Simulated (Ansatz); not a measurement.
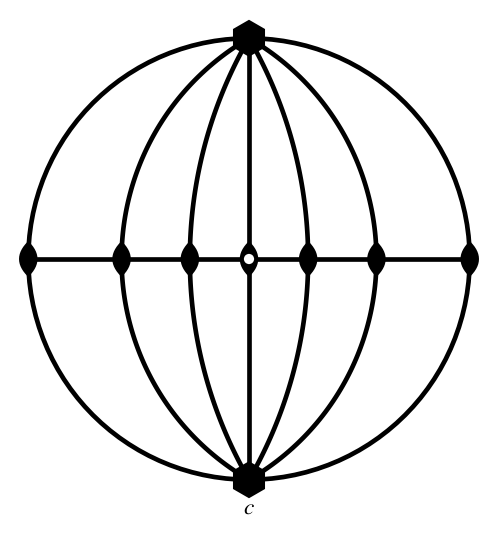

Stereographic projection: heavy lines are mirror planes (a heavy rim: a mirror in the plane of the page); lens, triangle, square and hexagon are 2-, 3-, 4- and 6-fold axes, a lens in an open square is −4, a triangle in an open hexagon −6; thin dashed diameters join the ends of axes that lie in the page; a small open circle marks inversion. The b axis points at the viewer. Computed from the symmetry operations of a computed or model structure of composition Co, which need not be its known form.

Question: Identify the point group and its elements.

Answer: 6/mmm (D6h), order 24, hexagonal system: one sixfold axis, six twofold axes, seven mirror planes, an inversion centre.

Question: Can such a crystal be piezoelectric, pyroelectric or chiral?

Answer: It is centrosymmetric, so neither piezoelectric nor pyroelectric; it is not chiral.
